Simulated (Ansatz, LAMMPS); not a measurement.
## Amorphous Hg33S25Se8 (66 atoms): support functions against a reference

Wanted: errors and times of a linear-scaling basis for amorphous Hg33S25Se8 (66 atoms). A setting counts as converged where the r.m.s. difference of forces stays under 1 % of the r.m.s. force.

Calculated with Ansatz 0.2.0; Kohn-Sham DFT, PBE, PAW (set soft_2, large core), plane waves.

## Step 1: Starting point

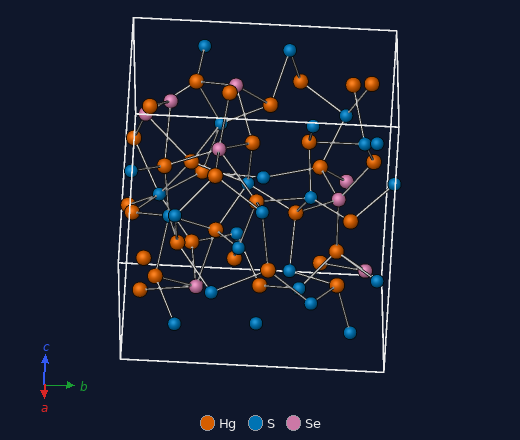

The cell as given, slightly off an axis (mercury orange, sulfur blue, selenium pink). Bonds to atoms that aren't drawn are left out. Some periodic images of atoms are drawn too.

The cell holds 66 atoms: 33 Hg, 25 S and 8 Se. Its edges and angles: a = 12.034 Å, b = 12.034 Å, c = 12.034 Å, α = 90.0°, β = 90.0°, γ = 90.0°. 66 atoms (33 Hg, 25 S, 8 Se) placed at random at 7.67 g/cm³, melted at 2500 K for 10 ps at fixed volume with the Stillinger-Weber II-VI potential (Zhou et al., Phys. Rev. B 88, 085309 (2013)). Quenched from 2500 K to 500 K at 30 K/ps and fixed volume, held 5 ps, then minimised at fixed cell.

What the set-up can't give: The quench rate of 30 K/ps far exceeds what a furnace or splat quench reaches, so expect more defects and frozen-in strain than in a real sample. The starting topology of bonds comes from the classical model, and needn't be the one that DFT or experiment would give. Only the Γ point is sampled, in a cell whose shortest periodic width is 12 Å. No spin–orbit coupling is included, so levels derived from the heavy atoms are approximate.

## Step 2: How the cell was made

A classical potential supplies the starting structure, since it reaches far longer times than DFT.

This step: classical MD, Stillinger-Weber II-VI potential (Zhou et al., Phys. Rev. B 88, 085309 (2013)) (LAMMPS 22 Jul 2025 - Update 4).

in.lmp reads:

```
# melt-quench of Hg33S25Se8
units metal
atom_style atomic
boundary p p p
region box block 0 12.0340 0 12.0340 0 12.0340
create_box 3 box
mass 1 200.5920   # Hg
mass 2 32.0600   # S
mass 3 78.9710   # Se
create_atoms 1 random 33 699039 NULL overlap 2.14 maxtry 2000
create_atoms 2 random 25 699046 NULL overlap 2.14 maxtry 2000
create_atoms 3 random 8 699053 NULL overlap 2.14 maxtry 2000
pair_style sw
pair_coeff * * CdTeZnSeHgS0.sw Hg S Se
neigh_modify delay 0 every 1 check yes
thermo_style custom step time temp pe press density
thermo_modify norm yes
timestep 0.001
thermo 100
min_style cg
minimize 1e-4 1e-4 200 2000
reset_timestep 0
velocity all create 2500 699040 mom yes dist gaussian
fix lim all nve/limit 0.05
fix lan all langevin 2500 2500 0.1 699041 zero yes
thermo 500
run 1000 post no
unfix lim
unfix lan
thermo 1666
fix md all nvt temp 2500 2500 0.1
run 10000 post no
unfix md
thermo 6666
fix md all nvt temp 2500 500 0.1
run 66667 post no
unfix md
thermo 2500
fix md all nvt temp 500 500 0.1
run 5000 post no
unfix md
thermo 100
min_style cg
minimize 0 1e-3 2000 20000
write_dump all custom glass.dump id type xs ys zs modify sort id
```

Started as:

```console
> lmp -in in.lmp -log none -nocite
```

Numbers of over 12 decimals in the logs are rounded to 6 here.

What it wrote:

```text
LAMMPS (22 Jul 2025 - Update 4)
Created orthogonal box = (0 0 0) to (12.034 12.034 12.034)
Created 33 atoms
Created 25 atoms
Created 8 atoms
   Step          Time           Temp          PotEng         Press         Density
         0   0              0              0.54188634     415905.29      7.6730171
        54   0.054          0             -1.5691311     -3929.1341      7.6730171
Loop time of 0.0120676 s on 1 MPI rank(s) for 54 steps with 66 atoms
Minimization stats:
  Stopping criterion = energy tolerance
  Energy initial, next-to-last, final =
     0.541886335498442  -1.56900066676213  -1.56913110925386
  Force two-norm initial, final = 83.857476 0.36037248
[... 35 lines left out ...]
Loop time of 0.653233 s on 1 MPI rank(s) for 5000 steps with 66 atoms
   Step          Time           Temp          PotEng         Press         Density
     82667   82.667         500.129       -1.64869       -2663.9962      7.6730171
     82700   82.7           500.129       -1.7166655     -11943.983      7.6730171
     82800   82.8           500.129       -1.7216197     -9642.9539      7.6730171
     82884   82.884         500.129       -1.7238176     -7261.357       7.6730171
Loop time of 0.0563729 s on 1 MPI rank(s) for 217 steps with 66 atoms
Minimization stats:
  Stopping criterion = force tolerance
  Energy initial, next-to-last, final =
      -1.6486900484041  -1.72381759831374   -1.7238175993608
  Force two-norm initial, final = 8.856995 0.00082748357
  Iterations, force evaluations = 217 433
```

The job ended after 12 s (1 thread of Arm Neoverse V1, shared host; peak memory 0.069 GiB).

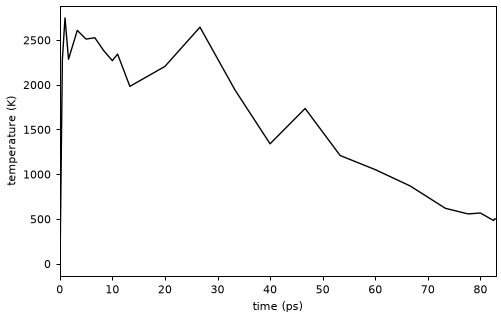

Temperature, plotted against time.

## Step 3: Plane-wave single point

The first run fixes the reference, at a cutoff of 420 eV.

input.yaml reads:

```yaml
crystal:
  lattice:
    - [12.034, 0.0, 0.0]
    - [0.0, 12.034, 0.0]
    - [0.0, 0.0, 12.034]
  atoms:
    - { symbol: Hg, position: [0.98032, 0.53875, 0.38389] }
    - { symbol: Hg, position: [0.67744, 0.67329, 0.79565] }
    - { symbol: Hg, position: [0.55489, 0.6429, 0.45716] }
    - { symbol: Hg, position: [0.77004, 0.80949, 0.25405] }
    - { symbol: Hg, position: [0.20123, 0.73593, 0.50891] }
    - { symbol: Hg, position: [0.74083, 0.06024, 0.93331] }
    - { symbol: Hg, position: [0.94893, 0.31751, 0.745] }
    - { symbol: Hg, position: [0.11718, 0.29343, 0.43459] }
    - { symbol: Hg, position: [0.15256, 0.02563, 0.57105] }
    - { symbol: Hg, position: [0.52713, 0.83194, 0.9772] }
    - { symbol: Hg, position: [0.26536, 0.53129, 0.77722] }
    - { symbol: Hg, position: [0.32328, 0.53029, 0.06341] }
    - { symbol: Hg, position: [0.11547, 0.02084, 0.28233] }
    - { symbol: Hg, position: [0.04075, 0.43706, 0.05799] }
    - { symbol: Hg, position: [0.66611, 0.13186, 0.66429] }
    - { symbol: Hg, position: [0.18909, 0.9124, 0.85283] }
    - { symbol: Hg, position: [0.00715, 0.64798, 0.7777] }
    - { symbol: Hg, position: [0.4643, 0.02666, 0.39] }
    - { symbol: Hg, position: [0.01862, 0.09429, 0.03282] }
    - { symbol: Hg, position: [0.05464, 0.76307, 0.06232] }
    - { symbol: Hg, position: [0.71872, 0.35982, 0.9956] }
    - { symbol: Hg, position: [0.85034, 0.19241, 0.4272] }
    - { symbol: Hg, position: [0.67553, 0.12181, 0.21788] }
    - { symbol: Hg, position: [0.77872, 0.48504, 0.58114] }
    - { symbol: Hg, position: [0.39049, 0.07599, 0.04795] }
    - { symbol: Hg, position: [0.35831, 0.81242, 0.23072] }
    - { symbol: Hg, position: [0.53254, 0.4637, 0.7235] }
    - { symbol: Hg, position: [0.55022, 0.34434, 0.36918] }
    - { symbol: Hg, position: [0.47151, 0.92935, 0.64699] }
    - { symbol: Hg, position: [0.32134, 0.26256, 0.22606] }
    - { symbol: Hg, position: [0.36492, 0.2415, 0.56956] }
    - { symbol: Hg, position: [0.2591, 0.24585, 0.85511] }
    - { symbol: Hg, position: [0.87973, 0.84286, 0.55974] }
    - { symbol: S, position: [0.83265, 0.20094, 0.08883] }
    - { symbol: S, position: [0.84741, 0.67928, 0.92694] }
    - { symbol: S, position: [0.63046, 0.16167, 0.44807] }
    - { symbol: S, position: [0.83162, 0.50979, 0.10712] }
    - { symbol: S, position: [0.06, 0.27483, 0.92232] }
    - { symbol: S, position: [0.73537, 0.8711, 0.05058] }
    - { symbol: S, position: [0.65929, 0.62959, 0.26024] }
    - { symbol: S, position: [0.44182, 0.45808, 0.52214] }
    - { symbol: S, position: [0.19873, 0.43569, 0.22127] }
    - { symbol: S, position: [0.9556, 0.32899, 0.27266] }
    - { symbol: S, position: [0.2717, 0.13046, 0.39392] }
    - { symbol: S, position: [0.51756, 0.96801, 0.18071] }
    - { symbol: S, position: [0.63009, 0.88624, 0.77905] }
    - { symbol: S, position: [0.07762, 0.82554, 0.67519] }
    - { symbol: S, position: [0.20006, 0.35034, 0.6662] }
    - { symbol: S, position: [0.13759, 0.59556, 0.95282] }
    - { symbol: S, position: [0.20727, 0.52275, 0.45758] }
    - { symbol: S, position: [0.46953, 0.67549, 0.11603] }
    - { symbol: S, position: [0.96381, 0.92282, 0.91392] }
    - { symbol: S, position: [0.99107, 0.50261, 0.62228] }
    - { symbol: S, position: [0.95625, 0.70917, 0.24806] }
    - { symbol: S, position: [0.99308, 0.17302, 0.59207] }
    - { symbol: S, position: [0.7225, 0.69166, 0.58699] }
    - { symbol: S, position: [0.74823, 0.42834, 0.37789] }
    - { symbol: S, position: [0.84615, 0.0012, 0.70688] }
    - { symbol: Se, position: [0.31298, 0.05932, 0.73361] }
    - { symbol: Se, position: [0.40675, 0.80684, 0.46112] }
    - { symbol: Se, position: [0.7182, 0.33271, 0.76322] }
    - { symbol: Se, position: [0.21055, 0.93034, 0.09987] }
    - { symbol: Se, position: [0.53486, 0.28326, 0.12924] }
    - { symbol: Se, position: [0.42001, 0.39157, 0.9098] }
    - { symbol: Se, position: [0.53162, 0.14447, 0.87617] }
    - { symbol: Se, position: [0.04161, 0.84361, 0.39322] }
kpoints:
  mp_grid: { grid: [1, 1, 1] }
hamiltonian:
  xc: pbe
  pseudopotentials: { kind: paw, core: large }
scf:
  occupations: { method: gaussian, width: 0.025 }
output:
  forces: true
  stress: true
  populations: intrinsic
  dos:
    method: { smearing: { sigma: 0.1 } }
    de: 0.1
    projected: { site_lists: { Hg: [Hg], S: [S], Se: [Se] } }
  eigenvalues: true
  write_density: true
  write_potential: true
  volumetric_format: npy
  elf: true
```

Started as:

```console
> ansatz run input.yaml --threads 4 --pin off --max-ram 8192MiB --backend cpu --events-out ev --progress --plain --runs-dir out
```

What it wrote:

```text
Engine: ansatz 0.2.0, aarch64-unknown-linux-gnu
Pseudopotentials: kind: paw
Pseudopotential: Hg, paw, valence charge 12, recommended cutoff 420 eV (normal), Hg.paw.azcp#standard-large-core
Pseudopotential: S, paw, valence charge 6, recommended cutoff 420 eV (normal), S.paw.azcp
Pseudopotential: Se, paw, valence charge 6, recommended cutoff 420 eV (normal), Se.paw.azcp#standard-large-core
[... 5 lines on functional and potentials left out ...]
Crystal: 66 atoms, lattice volume = 1742.730 Å³
Basis set: ecut = 420 eV, 34049 PW (Γ), exchange–correlation on 162×162×162 points (8 copies of the dense FFT grid, shifted against one another)
Bands: 363, of which v1, the nominal top of the filled ones, is band 297 counted from 1 (296 counted from 0)
Symmetry: 1 space group operations
Space group: P1 (ITA 1), of the structure as read, at distance tolerance 1.2e-4 Å
k-points: 1
[... 7 lines on functional and potentials left out ...]
Initial density: superposition of atomic densities (chi_scale 0.1, normalization cell, long waves kept (reshape's long-wave potential 0.40 eV rms))
Initial wavefunctions: pseudopotential atomic-orbital guess
Functional: x = pbe(κ = 0.804, μ = 0.219515), c = pbe(β = 0.066725)
SCF iter   1: F=—  HF=-406458.506817 eV  |F-HF|=—  |Δ(HF+E_count)|=         —  Δρ=2.30e-2  dr2=2.97e1  ethr=3.10e-3  ⟨swp⟩=8.0  Hψ=1729  notcnv=0  defer=21
preconditioner: auto → LDOS  [insulator: Δε(μ)=0.063 eV  Ē_g=8.694 eV  σ=0.025 eV  W_gap=0.92  n_scr=364 (ndim 8)  ℏωp=21.7 eV  f_vac=0.050  D(μ)=18.61/eV (n_scr^D=80)  ε∞_Penn≈7.2  β→1.0]
SCF iter   2: F=—  HF=-406456.613644 eV  |F-HF|=—  |Δ(HF+E_count)|=    1.89e0  Δρ=1.68e-2  dr2=2.16e1  ethr=3.10e-3  ⟨swp⟩=4.0  Hψ=753  notcnv=0  defer=55
SCF iter   3: F=—  HF=-406454.919687 eV  |F-HF|=—  |Δ(HF+E_count)|=    1.69e0  Δρ=4.68e-3  dr2=1.67e0  ethr=3.10e-3  ⟨swp⟩=3.0  Hψ=414  notcnv=0  defer=55
SCF iter   4: F=—  HF=-406454.765683 eV  |F-HF|=—  |Δ(HF+E_count)|=   1.54e-1  Δρ=2.18e-3  dr2=3.60e-1  ethr=2.81e-4  ⟨swp⟩=2.0  Hψ=689  notcnv=0  defer=55
SCF iter   5: F=—  HF=-406454.741967 eV  |F-HF|=—  |Δ(HF+E_count)|=   2.37e-2  Δρ=1.08e-3  dr2=8.95e-2  ethr=6.06e-5  ⟨swp⟩=2.0  Hψ=323  notcnv=0  defer=55
SCF iter   6: F=—  HF=-406454.742674 eV  |F-HF|=—  |Δ(HF+E_count)|=   7.07e-4  Δρ=6.13e-4  dr2=1.76e-2  ethr=1.51e-5  ⟨swp⟩=3.0  Hψ=680  notcnv=0  defer=55
SCF iter   7: F=—  HF=-406454.741400 eV  |F-HF|=—  |Δ(HF+E_count)|=   1.27e-3  Δρ=3.91e-4  dr2=9.27e-3  ethr=2.97e-6  ⟨swp⟩=2.0  Hψ=605  notcnv=0  defer=55
SCF iter   8: F=—  HF=-406454.740551 eV  |F-HF|=—  |Δ(HF+E_count)|=   8.49e-4  Δρ=2.32e-4  dr2=3.11e-3  ethr=1.56e-6  ⟨swp⟩=2.0  Hψ=363  notcnv=0  defer=55
SCF iter   9: F=—  HF=-406454.740294 eV  |F-HF|=—  |Δ(HF+E_count)|=   2.57e-4  Δρ=1.58e-4  dr2=1.19e-3  ethr=5.24e-7  ⟨swp⟩=3.0  Hψ=679  notcnv=0  defer=55
SCF iter  10: F=—  HF=-406454.740212 eV  |F-HF|=—  |Δ(HF+E_count)|=   8.23e-5  Δρ=9.71e-5  dr2=4.31e-4  ethr=2.00e-7  ⟨swp⟩=2.0  Hψ=396  notcnv=0  defer=55
SCF iter  11: F=—  HF=-406454.740189 eV  |F-HF|=—  |Δ(HF+E_count)|=   2.32e-5  Δρ=6.39e-5  dr2=1.91e-4  ethr=7.26e-8  ⟨swp⟩=2.0  Hψ=606  notcnv=0  defer=55
SCF iter  12: F=—  HF=-406454.740154 eV  |F-HF|=—  |Δ(HF+E_count)|=   3.54e-5  Δρ=4.26e-5  dr2=8.74e-5  ethr=3.21e-8  ⟨swp⟩=2.0  Hψ=381  notcnv=0  defer=55
SCF iter  13: F=—  HF=-406454.742759 eV  |F-HF|=—  |Δ(HF+E_count)|=   2.61e-3  Δρ=2.57e-5  dr2=3.54e-5  ethr=1.47e-8  ⟨swp⟩=2.0  Hψ=463  notcnv=0  defer=55
SCF iter  14: F=—  HF=-406454.742756 eV  |F-HF|=—  |Δ(HF+E_count)|=   2.95e-6  Δρ=1.46e-5  dr2=1.11e-5  ethr=5.95e-9  ⟨swp⟩=2.0  Hψ=570  notcnv=0  defer=55
SCF iter  15: F=—  HF=-406454.742755 eV  |F-HF|=—  |Δ(HF+E_count)|=   1.05e-6  Δρ=8.78e-6  dr2=3.90e-6  ethr=1.87e-9  ⟨swp⟩=2.0  Hψ=374  notcnv=0  defer=55
SCF iter  16: F=—  HF=-406454.742754 eV  |F-HF|=—  |Δ(HF+E_count)|=   2.82e-7  Δρ=5.31e-6  dr2=1.42e-6  ethr=6.57e-10  ⟨swp⟩=2.0  Hψ=564  notcnv=0  defer=55
SCF iter  17: F=—  HF=-406454.742754 eV  |F-HF|=—  |Δ(HF+E_count)|=   1.22e-7  Δρ=3.50e-6  dr2=5.82e-7  ethr=2.39e-10  ⟨swp⟩=2.0  Hψ=568  notcnv=0  defer=55
SCF iter  18: F=—  HF=-406454.742754 eV  |F-HF|=—  |Δ(HF+E_count)|=   7.50e-8  Δρ=1.94e-6  dr2=1.80e-7  ethr=9.79e-11  ⟨swp⟩=3.0  Hψ=713  notcnv=0  defer=55
SCF iter  19: F=-406454.742754 eV  HF=-406454.742754 eV  |F-HF|=3.81e-8  |Δ(HF+E_count)|=   2.16e-8  Δρ=9.95e-7  dr2=4.52e-8  ethr=1.68e-11  ⟨swp⟩=20.0  Hψ=3565  notcnv=0
SCF 1 converged in 19 iterations: F = -406454.742754 eV  dr2 = 4.52e-8
  greatest PAW one-centre occupation: 0.943 electrons in one spin orbital (limit 2), on the Hg atom at site 0 (counted from 0), in its partial waves of l = 2
SCF converged after 19 iterations
Free energy (F): -406454.742754 eV
Harris-Foulkes:  -406454.742754 eV  (|F-HF|=3.81e-8)
Internal energy: -406454.724439 eV  (E = F + TS)
E sigma→0 (E₀):  -406454.733596 eV
Entropy (-TS):   -0.018315 eV (-0.278 meV/atom)
Fermi energy:    6.754206 eV
--- Per-component energies (eV) ---
  E_band       = 443.630815
  E_kinetic    = 15022.534857
  E_local      = -33637.992842  (includes V_loc(G=0)·N_el)
  E_nonlocal   = 8721.092521
  E_hartree    = 11749.562589
  E_xc         = -13603.961273
  E_vxc        = -7519.757550  (∫ρ·V_xc dr)
  E_paw        = -357497.583398  (= ΣΔE_a)
  E_vpaw       = -5641.364393  (= ΣTr[D̂ρ^β])
  E_aug_tail   = -0.009813  (compensation charges beyond the density's cutoff)
  E_ewald      = -37208.367081
  E_smearing   = -0.018315  (= −TS)
  E_closure    = 0.000000  (closes the sum)
  Σ components = -406454.742754   (vs F -406454.742754, Δ=0.00e0)
--- Forces (eV/Å), atoms counted from 1 ---
  atom   1  Hg     0.66887205    -0.59027646    -0.07093943
  atom   2  Hg     0.32075184    -0.15309006     0.29556880
  atom   3  Hg     0.28973710    -0.29653170    -0.46179773
  atom   4  Hg    -0.60002850    -0.21584319    -0.78453695
  atom   5  Hg    -0.17203524    -0.84002914     0.56445778
  atom   6  Hg    -0.40772633    -0.09117893     0.34130250
  atom   7  Hg     0.05087936     0.13957445    -0.05295881
  atom   8  Hg    -0.56351354     0.49231481     0.11976704
  atom   9  Hg    -0.16564573    -0.54061658     0.13378356
  atom  10  Hg     0.54223263    -0.39726735    -0.30528427
  atom  11  Hg    -0.01413476    -0.72425951    -0.15410100
  atom  12  Hg     0.05509502    -0.15942911     0.44314078
  atom  13  Hg     0.07273604     0.27467491     0.06014253
  atom  14  Hg    -0.69956575    -0.02412905     0.46841173
[...]
atom  65  Se     0.28460209    -0.20328762     0.23108013
  atom  66  Se    -0.81125317     0.19700349     0.10905758
  max |Σ_I F_I| component: 1.98e-5 eV/Å
--- Stress (GPa, compression-positive) ---
        0.716048      -0.408245      -0.276720
       -0.408245       0.721645       0.164965
       -0.276720       0.164965      -0.668215
  P = ⅓ Tr σ = 0.2565 GPa (2.565 kbar)
--- Band table (eV) ---
  k-point 0: bands = ["-7.3271", "-6.8543", "-6.7168", "-6.6806", [... 347 levels ...], "11.4087", "11.4380", "11.5504", "11.5978", "11.6293", "11.6508", "11.7657", "11.7945", "11.8621", "11.8667", "11.9771", "12.0317"]
--- intrinsic populations: 66 sites ---
  site symbol       q [e]
     0     Hg     11.0974
     1     Hg     11.1523
     2     Hg     11.0074
[...]
65     Se      6.6817
  spilling = 0.000000 (of n_electrons = 594.000000)
```

Elapsed: 47 s, on 4 threads of Arm Neoverse V1, shared host; peak memory 2.1 GiB.

In the SCF lines HF is the Harris–Foulkes energy and dr2 the Hartree energy of the density residual, in eV; the loop may stop once dr2 is under the threshold and the program's other checks hold. Hψ counts applications of the Hamiltonian.

The program notes that potentials were chosen by core size.

The run gave:

| Item | Value |
| --- | --- |
| free energy | -406454.7428 eV |
| free energy per atom | -6158.4052 eV/atom |
| SCF cycles | 19 |
| pressure | 0.2565 GPa |
| r.m.s. force component | 0.4168 eV/Å |
| longest force | 1.445 eV/Å |
| Fermi energy | 6.754 eV |
| levels partly filled by over 2 per cent | 2 |

The r.m.s. force component of 0.42 eV/Å sets the scale for the differences below.

## Step 4: Support functions low

With localised support functions most steps grow linearly with size, though the diagonalisation grows faster unless the density matrix is cut; this run measures error and cost at this size.

This step: Kohn-Sham DFT, PBE, PAW (set soft_2, large core), localised support functions (low) (Ansatz 0.2.0).

input.yaml, the sections that differ from step 3:

```yaml
scf:
  occupations: { method: gaussian, width: 0.025 }
  eigensolver: { kind: { support_functions: { accuracy: low } } }
  max_iter: 150
output:
  forces: true
  eigenvalues: true
# crystal, kpoints, hamiltonian: as in step 3
```

What it wrote:

```text
Warning: scf.eigensolver.kind.support_functions: disabling space-group detection — the functions' gradient is summed over unrotated k-points, so no spatial operation reduces the k-mesh or symmetrises the density; time reversal is kept, so that k and −k are solved as one point where they differ and the mesh holds both, and exact exchange and, on two spinor components, a DFT+U term hold to it where the run has them: [...]
settings of this run that can trade accuracy for cost: scf.eigensolver.kind.support_functions; scf.eigensolver.kind.support_functions.accuracy: low [...]
[...]
Crystal: 66 atoms, lattice volume = 1742.730 Å³
Basis set: ecut = 420 eV, 34049 PW (Γ), exchange–correlation on 162×162×162 points (8 copies of the dense FFT grid, shifted against one another)
Bands: 357, of which v1, the nominal top of the filled ones, is band 297 counted from 1 (296 counted from 0)
Symmetry: 1 space group operations
k-points: 1
[...]
SCF iter   1: F=—  HF=-406385.449339 eV  |F-HF|=—  |Δ(HF+E_count)|=         —  Δρ=4.12e-2  dr2=6.71e1  ethr=1.00e-1
[...]
SCF iter  17: F=—  HF=-406454.775713 eV  |F-HF|=—  |Δ(HF+E_count)|=   2.77e-3  Δρ=1.54e-5  dr2=1.69e-5  ethr=1.67e-8  κ⁻¹=1.7e-3(r=7)
SCF iter  18: F=-406454.778165 eV  HF=-406454.778168 eV  |F-HF|=3.41e-6  |Δ(HF+E_count)|=   2.46e-3  Δρ=1.04e-5  dr2=7.09e-6  ethr=2.84e-9
SCF 1 converged in 18 iterations: F = -406454.834888 eV  dr2 = 7.09e-6
[...]
SCF converged after 18 iterations
Stability not checked: this state was not tested for a lower state beside it, because the mixer in use, unlike msr1, does not test its closes by its own steps (another_mixer; see scf.mixing.algorithm and scf.lower_state_search)
Free energy (F): -406454.834888 eV
[...]
Internal energy: -406454.816855 eV  (E = F + TS)
E sigma→0 (E₀):  -406454.825872 eV
Entropy (-TS):   -0.018034 eV (-0.273 meV/atom)
Fermi energy:    6.754733 eV
[...]
Σ components = -406454.834888   (vs F -406454.834888, Δ=0.00e0)
--- Forces (eV/Å), atoms counted from 1 ---
  atom   1  Hg     0.66993579    -0.59058598    -0.07100507
  atom   2  Hg     0.32130357    -0.15295423     0.29482380
  atom   3  Hg     0.28987593    -0.29587246    -0.46169225
  atom   4  Hg    -0.60005467    -0.21751607    -0.78583420
[...]
atom  66  Se    -0.80960730     0.19680066     0.10930885
  max |Σ_I F_I| component: 1.04e-3 eV/Å
--- Band table (eV) ---
[...]
```

The job ended after 2.7 min (4 threads; peak memory 3.6 GiB; 10 min of CPU time).

The program notes that the band table was not solved further than the SCF left it and it switched symmetry off.

Keys that differ from the reference: support_functions.accuracy = "low" and scf.max_iter = 150.

Forces differ from the reference by 0.95 meV/Å r.m.s., 0.23 % of their size, well within a tolerance of 1 %; the energy by -1.4 meV/atom. It took 2.7 min and 18 cycles; the reference's time can't be set against it, since the two runs asked for unlike analyses.

(Continued in part 2 of 2.)

[Logs are printed without paths, hosts, clocks, repeated set-up lines and the standing remarks that a program may print on its own settings, such as how far it seeks lower states.]

[Hosts, paths, dates, database ids (printed as entryN), source tags and the programs' standing remarks are cut or masked in the printed files.]
